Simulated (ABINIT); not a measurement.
# A GW chain in ABINIT: LiNbO3 (R3c), part 2 of 3

Wanted: ground state, empty states, screening and self-energy for LiNbO3 (R3c).

ABINIT 10.8.3; PBE and many-body steps on it, plane waves. Known limits of the many-body steps: not at the basis limit; screening head approximate.

So far. Step 2 (Ground state): The gap is indirect, with the least direct gap 0.016 eV higher.

## 3. Bands along the symmetry lines

Level of this step: DFT, PBE with spin-orbit coupling, plane waves, norm-conserving pseudopotentials (ABINIT).

Levels along a band path, at the cheap level, show where the edges lie and whether the meshes to come will hold them.

File run.abi:

```
acell 3*1.0 Angstrom
rprim 
  2.575800000019 1.487138823389 4.623000000000
  -2.575800000018 1.487138823389 4.623000000000
  0.000000000000 -2.974277646779 4.623000000000
ntypat 3
znucl 3 41 8
natom 10
typat 1 1 2 2 3 3 3 3 3 3
xred 
  0.281500000000 0.281500000000 0.281500000000
  0.781500000000 0.781500000000 0.781500000000
  0.000055000000 0.000055000000 0.000055000000
  0.500055000000 0.500055000000 0.500055000000
  0.112310000000 0.358360000000 0.719590000000
  0.719590000000 0.112310000000 0.358360000000
  0.358360000000 0.719590000000 0.112310000000
  0.219590000000 0.858360000000 0.612310000000
  0.858360000000 0.612310000000 0.219590000000
  0.612310000000 0.219590000000 0.858360000000
pp_dirpath "pseudos"
pseudos "Li.upf, Nb.upf, O.upf"
ecut 37
nspinor 2
iscf -2
irdden 1
kptopt 0
nkpt 31
kpt 
  0.00000000 0.00000000 0.00000000
  -0.12500000 -0.12500000 -0.12500000
  -0.25000000 -0.25000000 -0.25000000
  -0.37500000 -0.37500000 -0.37500000
  -0.50000000 -0.50000000 -0.50000000
  -0.50000000 -0.43391329 -0.56608671
  -0.50000000 -0.36782657 -0.63217342
  -0.50000000 -0.30173986 -0.69826014
  -0.50000000 -0.23565315 -0.76434685
  -0.23565315 0.23565315 -0.50000000
  -0.17673986 0.17673986 -0.50000000
  -0.11782658 0.11782658 -0.50000000
  -0.05891329 0.05891329 -0.50000000
  0.00000000 0.00000000 -0.50000000
  0.00000000 0.00000000 -0.37500000
  0.00000000 0.00000000 -0.25000000
  0.00000000 0.00000000 -0.12500000
  0.00000000 0.00000000 0.00000000
  0.00000000 0.09195664 -0.09195664
  0.00000000 0.18391329 -0.18391329
  0.00000000 0.27586993 -0.27586993
  0.00000000 0.36782657 -0.36782657
  -0.36782657 0.00000000 -0.63217343
  -0.40086993 0.00000000 -0.59913007
  -0.43391329 0.00000000 -0.56608671
  -0.46695664 0.00000000 -0.53304336
  -0.50000000 0.00000000 -0.50000000
  -0.37500000 0.00000000 -0.37500000
  -0.25000000 0.00000000 -0.25000000
  -0.12500000 0.00000000 -0.12500000
  0.00000000 0.00000000 0.00000000
istwfk *1
nband 84
nbdbuf 6
tolwfr 1e-08
nstep 40
prtwf 0
prtvol 0
indata_prefix "in"
outdata_prefix "out"
tmpdata_prefix "tmp"
```

Command:

```console
OMP_NUM_THREADS=1 mpirun -n 4 abinit run.abi > log
```

Numbers of over 12 decimals in the logs are rounded to 6 here.

The program printed:

```text
.Version 10.8.3 of ABINIT. v10.8.2 released Aug 2026.

 Symmetries : space group R3 c (#161); Bravais hR (rhombohedral)
[... echo of the input left out ...]
== DATASET  1 ==================================================================
-   mpi_nproc: 4, omp_nthreads: 1 (-1 if OMP is not activated)

--- !DatasetInfo
iteration_state: {dtset: 1, }
dimensions: {natom: 10, nkpt: 31, mband: 84, nsppol: 1, nspinor: 2, nspden: 1, mpw: 7739, }
cutoff_energies: {ecut:  37.0, pawecutdg:  -1.0, }
electrons: {nelect:   6.80000000E+01, charge:   0.00000000E+00, occopt:   1.00000000E+00, tsmear:   1.00000000E-02, }

 Real(R)+Recip(G) space primitive vectors, cartesian coordinates (Bohr,Bohr^-1):
 R(1)=  4.8675566  2.8102851  8.7362039  G(1)=  0.1027209  0.0593060  0.0381554
 R(2)= -4.8675566  2.8102851  8.7362039  G(2)= -0.1027209  0.0593060  0.0381554
 R(3)=  0.0000000 -5.6205702  8.7362039  G(3)=  0.0000000 -0.1186119  0.0381554
 Unit cell volume ucvol=  7.1702681E+02 bohr^3
 Angles (23,13,12)=  5.58832370E+01  5.58832370E+01  5.58832370E+01 degrees

 getcut: wavevector=  0.0000  0.0000  0.0000  ngfft=  60  60  60
         ecut(hartree)=     37.000   => boxcut(ratio)=   2.10943

--- Pseudopotential description ------------------------------------------------
- Li Generated using ONCVPSP code by D. R. Hamann
-  3.00000   3.00000  180418                  znucl, zion, pspdat
12 -101130 1 -1 1944                          pspcod,pspxc,lmax,lloc,mmax
     nproj     2     2     0     0
     spin-orbit psp
        nprojso     3     0     0
  pspatm : epsatm=    2.74388100
         --- l  ekb(1:nproj) -->
             0   -4.951545   -1.544799
             1   -2.250662   -0.474686
  spin-orbit 1    0.001498   -0.000454    0.000195
 pspatm: atomic psp has been read  and splines computed

- Nb Generated using ONCVPSP code by D. R. Hamann
- 41.00000  13.00000  180420                  znucl, zion, pspdat
12 -101130 2 -1 1680                          pspcod,pspxc,lmax,lloc,mmax
     nproj     2     3     3     0
     spin-orbit psp
        nprojso     4     3     0
  pspatm : epsatm=   15.71605667
         --- l  ekb(1:nproj) -->
             0    1.339549   12.945194
             1    7.748384    0.781498    0.004929
             2    3.561342    1.100661    0.000564
  spin-orbit 1   -0.391967    0.239668    0.042534   -0.000101
  spin-orbit 2    0.178024    0.012428   -0.011435
 pspatm: atomic psp has been read  and splines computed

- O Generated using ONCVPSP code by D. R. Hamann
-  8.00000   6.00000  180423                  znucl, zion, pspdat
12 -101130 2 -1 936                           pspcod,pspxc,lmax,lloc,mmax
     nproj     2     2     2     0
     spin-orbit psp
        nprojso     2     2     0
  pspatm : epsatm=    6.19737341
         --- l  ekb(1:nproj) -->
[...]
spin-orbit 1    0.006511    0.001986
  spin-orbit 2   -0.000439    0.000281
[...]
Non-SCF case, kpt   31 (  0.00000  0.00000  0.00000), residuals and eigenvalues=
[...]
3.1490E-01  3.1490E-01  3.5416E-01  3.5416E-01  3.5641E-01  3.5641E-01
  3.6272E-01  3.6272E-01  4.3400E-01  4.3413E-01  4.4854E-01  4.4887E-01

--- !ResultsGS
iteration_state: {dtset: 1, }
comment   : Summary of ground state results
lattice_vectors:
- [  4.8675566,   2.8102851,   8.7362039, ]
- [ -4.8675566,   2.8102851,   8.7362039, ]
- [  0.0000000,  -5.6205702,   8.7362039, ]
lattice_lengths: [  10.38807,   10.38807,   10.38807, ]
lattice_angles: [ 55.883,  55.883,  55.883, ] # degrees, (23, 13, 12)
lattice_volume:   7.1702681E+02
convergence: {deltae:  0.000E+00, res2:  0.000E+00, residm:  9.992E-09, diffor:  0.000E+00, }
etotal    :  -2.38669168E+02
entropy   :   0.00000000E+00
fermie    :   1.64848407E-01
cartesian_stress_tensor: null
pressure_GPa: null
xred      :
- [  2.8150E-01,   2.8150E-01,   2.8150E-01, Li]
- [  7.8150E-01,   7.8150E-01,   7.8150E-01, Li]
- [  5.5000E-05,   5.5000E-05,   5.5000E-05, Nb]
- [  5.0006E-01,   5.0005E-01,   5.0005E-01, Nb]
- [  1.1231E-01,   3.5836E-01,   7.1959E-01,  O]
- [  7.1959E-01,   1.1231E-01,   3.5836E-01,  O]
- [  3.5836E-01,   7.1959E-01,   1.1231E-01,  O]
- [  2.1959E-01,   8.5836E-01,   6.1231E-01,  O]
- [  8.5836E-01,   6.1231E-01,   2.1959E-01,  O]
- [  6.1231E-01,   2.1959E-01,   8.5836E-01,  O]
cartesian_forces: null
force_length_stats: {min: null, max: null, mean: null, }

 Integrated electronic density in atomic spheres:
 ------------------------------------------------
 Atom  Sphere_radius  Integrated_density
[...]
================================================================================

 ----iterations are completed or convergence reached----

 Mean square residual over all n,k,spin=   58.675E-10; max=  99.917E-10
 reduced coordinates (array xred) for   10 atoms
[...]
0.858360000000      0.612310000000      0.219590000000
       0.612310000000      0.219590000000      0.858360000000

 cartesian coordinates (angstrom) at end:
[...]
length scales=  1.889726125908  1.889726125908  1.889726125908 bohr
              =  1.000000000000  1.000000000000  1.000000000000 angstroms
 prteigrs : about to open file out_EIG
 Eigenvalues (hartree) for nkpt=  31  k points:
 kpt#   1, nband= 84, wtk=  1.00000, kpt=  0.0000  0.0000  0.0000 (reduced coord)
[...]
kpt#   2, nband= 84, wtk=  1.00000, kpt= -0.1250 -0.1250 -0.1250 (reduced coord)
[...]
kpt#   3, nband= 84, wtk=  1.00000, kpt= -0.2500 -0.2500 -0.2500 (reduced coord)
[...]
kpt#  30, nband= 84, wtk=  1.00000, kpt= -0.1250  0.0000 -0.1250 (reduced coord)
[...]
0.43930    0.43983    0.44838    0.45170
 kpt#  31, nband= 84, wtk=  1.00000, kpt=  0.0000  0.0000  0.0000 (reduced coord)
[...]
0.16421    0.16421    0.16485    0.16485    0.29693    0.29693    0.29792    0.29792
   0.31490    0.31490    0.35416    0.35416    0.35641    0.35641    0.36272    0.36272
   0.43400    0.43413    0.44854    0.44887

== END DATASET(S) ==============================================================
================================================================================

 -outvars: echo values of variables after computation  --------
            nband          84
             nkpt          31
          spgroup         161
 [... the other variables as echoed above ...]

 Calculation completed.
```

Run time: 8.7 min. Hardware: 4 MPI ranks of Arm Neoverse V1, shared host; peak memory 1 GiB.

This step gave:

```yaml
gap: 3.547 eV
k_of_the_valence_top: -0.125, -0.125, -0.125
k_of_the_conduction_bottom: -0.4009, 0, -0.5991
least_direct_gap: 3.594 eV
```

The gap is 3.547 eV, −0.031 eV from the run before at this level.

Electronic bands along the path, in eV, zero at the top of the highest filled band:

| point | band 65 | band 66 | band 67 | band 68 | band 69 | band 70 | band 71 | band 72 |
| --- | --- | --- | --- | --- | --- | --- | --- | --- |
| Γ | -0.03 | -0.03 | -0.01 | -0.01 | 3.58 | 3.58 | 3.61 | 3.61 |
| T | -0.32 | -0.32 | -0.31 | -0.31 | 4.64 | 4.64 | 4.64 | 4.64 |
| H2 | -0.28 | -0.28 | -0.26 | -0.26 | 3.89 | 3.89 | 3.96 | 3.96 |
| jump to H0 | -0.28 | -0.28 | -0.26 | -0.26 | 3.89 | 3.89 | 3.96 | 3.96 |
| L | -0.24 | -0.24 | -0.23 | -0.23 | 3.89 | 3.89 | 3.92 | 3.92 |
| Γ | -0.03 | -0.03 | -0.01 | -0.01 | 3.58 | 3.58 | 3.61 | 3.61 |
| S0 | -0.42 | -0.40 | -0.12 | -0.12 | 3.55 | 3.61 | 4.08 | 4.12 |
| jump to S2 | -0.42 | -0.40 | -0.12 | -0.12 | 3.55 | 3.61 | 4.08 | 4.12 |
| F | -0.49 | -0.49 | -0.20 | -0.20 | 3.69 | 3.69 | 4.17 | 4.17 |
| Γ | -0.03 | -0.03 | -0.01 | -0.01 | 3.58 | 3.58 | 3.61 | 3.61 |

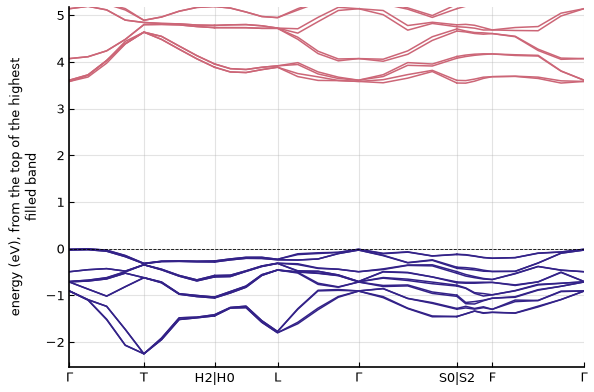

Electronic bands along the path; lines of filled and empty bands in two colours.

## 4. Empty states on the mesh, 4×4×4 mesh, 166 bands

The sums over transitions need many empty states on a uniform mesh; this step solves for them.

File run.abi:

```
acell 3*1.0 Angstrom
rprim 
  2.575800000019 1.487138823389 4.623000000000
  -2.575800000018 1.487138823389 4.623000000000
  0.000000000000 -2.974277646779 4.623000000000
ntypat 3
znucl 3 41 8
natom 10
typat 1 1 2 2 3 3 3 3 3 3
xred 
  0.281500000000 0.281500000000 0.281500000000
  0.781500000000 0.781500000000 0.781500000000
  0.000055000000 0.000055000000 0.000055000000
  0.500055000000 0.500055000000 0.500055000000
  0.112310000000 0.358360000000 0.719590000000
  0.719590000000 0.112310000000 0.358360000000
  0.358360000000 0.719590000000 0.112310000000
  0.219590000000 0.858360000000 0.612310000000
  0.858360000000 0.612310000000 0.219590000000
  0.612310000000 0.219590000000 0.858360000000
pp_dirpath "pseudos"
pseudos "Li.upf, Nb.upf, O.upf"
ecut 37
nspinor 2
ngkpt 4 4 4
nshiftk 1
shiftk 0 0 0
kptopt 1
chksymbreak 0
iscf -2
irdden 1
istwfk *1
nband 166
nbdbuf 14
tolwfr 1e-09
nstep 60
prtvol 0
indata_prefix "in"
outdata_prefix "out"
tmpdata_prefix "tmp"
```

The program printed:

```text
.Version 10.8.3 of ABINIT. v10.8.2 released Aug 2026.

 Symmetries : space group R3 c (#161); Bravais hR (rhombohedral)
[... echo of the input left out ...]
== DATASET  1 ==================================================================
-   mpi_nproc: 4, omp_nthreads: 1 (-1 if OMP is not activated)

--- !DatasetInfo
iteration_state: {dtset: 1, }
dimensions: {natom: 10, nkpt: 13, mband: 166, nsppol: 1, nspinor: 2, nspden: 1, mpw: 7739, }
cutoff_energies: {ecut:  37.0, pawecutdg:  -1.0, }
electrons: {nelect:   6.80000000E+01, charge:   0.00000000E+00, occopt:   1.00000000E+00, tsmear:   1.00000000E-02, }

 Real(R)+Recip(G) space primitive vectors, cartesian coordinates (Bohr,Bohr^-1):
 R(1)=  4.8675566  2.8102851  8.7362039  G(1)=  0.1027209  0.0593060  0.0381554
 R(2)= -4.8675566  2.8102851  8.7362039  G(2)= -0.1027209  0.0593060  0.0381554
 R(3)=  0.0000000 -5.6205702  8.7362039  G(3)=  0.0000000 -0.1186119  0.0381554
 Unit cell volume ucvol=  7.1702681E+02 bohr^3
 Angles (23,13,12)=  5.58832370E+01  5.58832370E+01  5.58832370E+01 degrees

 getcut: wavevector=  0.0000  0.0000  0.0000  ngfft=  60  60  60
         ecut(hartree)=     37.000   => boxcut(ratio)=   2.10943

--- Pseudopotential description ------------------------------------------------
- Li Generated using ONCVPSP code by D. R. Hamann
-  3.00000   3.00000  180418                  znucl, zion, pspdat
12 -101130 1 -1 1944                          pspcod,pspxc,lmax,lloc,mmax
     nproj     2     2     0     0
     spin-orbit psp
        nprojso     3     0     0
  pspatm : epsatm=    2.74388100
         --- l  ekb(1:nproj) -->
             0   -4.951545   -1.544799
             1   -2.250662   -0.474686
  spin-orbit 1    0.001498   -0.000454    0.000195
 pspatm: atomic psp has been read  and splines computed

- Nb Generated using ONCVPSP code by D. R. Hamann
- 41.00000  13.00000  180420                  znucl, zion, pspdat
12 -101130 2 -1 1680                          pspcod,pspxc,lmax,lloc,mmax
     nproj     2     3     3     0
     spin-orbit psp
        nprojso     4     3     0
  pspatm : epsatm=   15.71605667
         --- l  ekb(1:nproj) -->
             0    1.339549   12.945194
             1    7.748384    0.781498    0.004929
             2    3.561342    1.100661    0.000564
  spin-orbit 1   -0.391967    0.239668    0.042534   -0.000101
  spin-orbit 2    0.178024    0.012428   -0.011435
 pspatm: atomic psp has been read  and splines computed

- O Generated using ONCVPSP code by D. R. Hamann
-  8.00000   6.00000  180423                  znucl, zion, pspdat
12 -101130 2 -1 936                           pspcod,pspxc,lmax,lloc,mmax
     nproj     2     2     2     0
     spin-orbit psp
        nprojso     2     2     0
  pspatm : epsatm=    6.19737341
         --- l  ekb(1:nproj) -->
[...]
spin-orbit 1    0.006511    0.001986
  spin-orbit 2   -0.000439    0.000281
[...]
6.38E-10  9.21E-10  5.38E-10  7.20E-10  6.73E-10  7.36E-10  4.38E-10  5.00E-10
[...]
9.50E-10  1.66E-08  4.22E-06  1.25E-05  1.80E-04  6.53E-04
 -1.8229E+00 -1.8229E+00 -1.8223E+00 -1.8223E+00 -1.3994E+00 -1.3994E+00
 -1.3993E+00 -1.3993E+00 -1.0036E+00 -1.0036E+00 -9.9888E-01 -9.9888E-01
[...]
1.2153E+00  1.2153E+00  1.2161E+00  1.2161E+00  1.2179E+00  1.2179E+00
  1.2802E+00  1.2805E+00  1.2815E+00  1.2840E+00
 prteigrs : prtvol=0 or 1, do not print more k-points.

--- !ResultsGS
iteration_state: {dtset: 1, }
comment   : Summary of ground state results
lattice_vectors:
- [  4.8675566,   2.8102851,   8.7362039, ]
- [ -4.8675566,   2.8102851,   8.7362039, ]
- [  0.0000000,  -5.6205702,   8.7362039, ]
lattice_lengths: [  10.38807,   10.38807,   10.38807, ]
lattice_angles: [ 55.883,  55.883,  55.883, ] # degrees, (23, 13, 12)
lattice_volume:   7.1702681E+02
convergence: {deltae:  0.000E+00, res2:  0.000E+00, residm:  9.989E-10, diffor:  0.000E+00, }
etotal    :  -2.38669168E+02
entropy   :   0.00000000E+00
fermie    :   1.64848407E-01
cartesian_stress_tensor: null
pressure_GPa: null
xred      :
- [  2.8150E-01,   2.8150E-01,   2.8150E-01, Li]
- [  7.8150E-01,   7.8150E-01,   7.8150E-01, Li]
- [  5.5000E-05,   5.5000E-05,   5.5000E-05, Nb]
- [  5.0006E-01,   5.0005E-01,   5.0005E-01, Nb]
- [  1.1231E-01,   3.5836E-01,   7.1959E-01,  O]
- [  7.1959E-01,   1.1231E-01,   3.5836E-01,  O]
- [  3.5836E-01,   7.1959E-01,   1.1231E-01,  O]
- [  2.1959E-01,   8.5836E-01,   6.1231E-01,  O]
- [  8.5836E-01,   6.1231E-01,   2.1959E-01,  O]
- [  6.1231E-01,   2.1959E-01,   8.5836E-01,  O]
cartesian_forces: null
force_length_stats: {min: null, max: null, mean: null, }

 Integrated electronic density in atomic spheres:
 ------------------------------------------------
 Atom  Sphere_radius  Integrated_density
[...]
================================================================================

 ----iterations are completed or convergence reached----

 Mean square residual over all n,k,spin=   50.755E-11; max=  99.886E-11
 reduced coordinates (array xred) for   10 atoms
[...]
0.858360000000      0.612310000000      0.219590000000
       0.612310000000      0.219590000000      0.858360000000

 cartesian coordinates (angstrom) at end:
[...]
9      0.633776     1.533969     7.814072
   10      1.011568    -1.315850     7.814072
 length scales=  1.889726125908  1.889726125908  1.889726125908 bohr
              =  1.000000000000  1.000000000000  1.000000000000 angstroms
 prteigrs : about to open file out_EIG
 Eigenvalues (hartree) for nkpt=  13  k points:
 kpt#   1, nband=166, wtk=  0.01563, kpt=  0.0000  0.0000  0.0000 (reduced coord)
[...]
1.11049    1.11049    1.11186    1.11186    1.11778    1.11778    1.17529    1.17529
   1.19138    1.19138    1.21445    1.21445    1.21527    1.21527    1.21609    1.21609
   1.21789    1.21789    1.28025    1.28046    1.28148    1.28397
 prteigrs : prtvol=0 or 1, do not print more k-points.

== END DATASET(S) ==============================================================
================================================================================

 -outvars: echo values of variables after computation  --------
            nband         166
             nkpt          13
          spgroup         161
 [... the other variables as echoed above ...]

 Calculation completed.
```

Elapsed: 9.3 min, on 4 MPI ranks; peak memory 0.91 GiB; 37 min of CPU time.

Numbers from this step:

* gap: 3.578 eV
* k of the valence top: 0, 0, 0
* k of the conduction bottom: 0.5, 0.25, 0
* least direct gap: 3.594 eV
* k points computed: 13
* lowest point of the top converged band, above the valence top: 26.99 eV

On this mesh the gap is 3.578 eV.

## 5. Screening, 4×4×4 mesh, 152 bands, screening to 81.6 eV

The RPA dielectric matrix is built and inverted for each q.

This step: RPA screening on PBE with spin-orbit coupling, plane waves, norm-conserving pseudopotentials.

Edit run.abi of step 4 so:

```diff
@@ -29,10 +29,11 @@
 chksymbreak 0
-iscf -2
-irdden 1
 istwfk *1
-nband 166
-nbdbuf 14
-tolwfr 1e-09
-nstep 60
-prtvol 0
+occopt 1
+irdwfk 1
+optdriver 3
+nband 152
+ecuteps 3
+inclvkb 0
+awtr 1
+symchi 1
 indata_prefix "in"
```

The program printed:

```text
.Version 10.8.3 of ABINIT. v10.8.2 released Aug 2026.

 Symmetries : space group R3 c (#161); Bravais hR (rhombohedral)
[... echo of the input left out ...]
== DATASET  1 ==================================================================
-   mpi_nproc: 4, omp_nthreads: 1 (-1 if OMP is not activated)

--- !DatasetInfo
iteration_state: {dtset: 1, }
dimensions: {natom: 10, nkpt: 13, mband: 152, nsppol: 1, nspinor: 2, nspden: 1, mpw: 7739, }
cutoff_energies: {ecut:  37.0, pawecutdg:  -1.0, }
electrons: {nelect:   6.80000000E+01, charge:   0.00000000E+00, occopt:   1.00000000E+00, tsmear:   1.00000000E-02, }

 SCREENING: Calculation of the susceptibility and dielectric matrices

 Based on a program developped by R.W. Godby, V. Olevano, G. Onida, and L. Reining.
 Incorporated in ABINIT by V. Olevano, G.-M. Rignanese, and M. Torrent.
.Using double precision arithmetic ; gwpc =  8

[... cell and pseudopotentials left out ...]
--------------------------------------------------------------------------------

 ==== K-mesh for the wavefunctions ====
 Number of points in the irreducible wedge :    13
[... list of points left out ...]
 Together with  6 symmetry operations and time-reversal symmetry
 yields    64 points in the full Brillouin Zone.

 ==== Q-mesh for the screening function ====
 Number of points in the irreducible wedge :    13
[... list of points left out ...]
 Together with  6 symmetry operations and time-reversal symmetry
 yields    64 points in the full Brillouin Zone.

 setmesh: FFT mesh size selected  =    40x   40x   40
          total number of points  =        64000

 vcoul_init : cutoff-mode = AUXILIARY_FUNCTION
 q-points for optical limit:   1
     1)      0.000010    0.000020    0.000030

- screening: taking advantage of time-reversal symmetry
- Maximum band index for partially occupied states nbvw = 68
- Remaining bands to be divided among processors   nbcw = 84
- Number of bands treated by each node ~21

 Number of electrons calculated from density =   68.0000; Expected =   68.0000
 average of density, n =  0.094836
 r_s =    1.3603
 omega_plasma =   29.7059 [eV]

 calculating chi0 at frequencies [eV] :
  1    0.000000E+00    0.000000E+00
  2    0.000000E+00    2.970588E+01

--------------------------------------------------------------------------------
  q-point number  1        q = ( 0.000000, 0.000000, 0.000000) [r.l.u.]
--------------------------------------------------------------------------------
[... chi0 elements left out ...]
 For q-point:  0.000010 0.000020 0.000030
  dielectric constant =   5.7152
  dielectric constant without local fields =   6.2500

  Average fulfillment of the sum rule on Im[epsilon] for q-point    1 :     31.77  [%]
[... wings left out ...]
  q-point number  2        q = ( 0.250000, 0.000000, 0.000000) [r.l.u.]
--------------------------------------------------------------------------------
[... chi0 elements left out ...]
  Average fulfillment of the sum rule on Im[epsilon] for q-point    2 :     47.87  [%]

 [... 11 further q-points ...]
```

Wall time 31 min (4 MPI ranks); peak memory 10 GiB; 2 h of CPU time.

Numbers from this step:

| Property | Result |
| --- | --- |
| ε∞ with local fields, on this mesh, along the program's q direction | 5.715 |
| the same without local fields | 6.25 |
| plasma frequency | 29.71 eV |
| plane waves in the screening matrix | 175 |

Local fields lower ε∞ by 9 %.

[end of part 2 of 3]

[Paths, hosts, dates, memory and timing lines, banners, echoed tables and standing remarks are left out of the program output.]

[Logs are printed without paths, hosts, clocks, repeated set-up lines and the standing remarks that a program may print on its own settings, such as how far it seeks lower states.]

[Runs of the session that timed out or met a known fault of the program may be left out.]

[Hosts, paths, dates, database ids (printed as entryN), source tags and the programs' standing remarks are cut or masked in the printed files.]

[G0W0 gaps are taken among the corrected bands and points alone; a level outside them can change the order at an edge.]

[Where Ansatz stands beside ABINIT at settings called matched, ABINIT's density can come from a denser mesh and the files from another edition; pairs whose starting gaps differed by over 0.03 eV were left out, so agreement reads better than it is.]
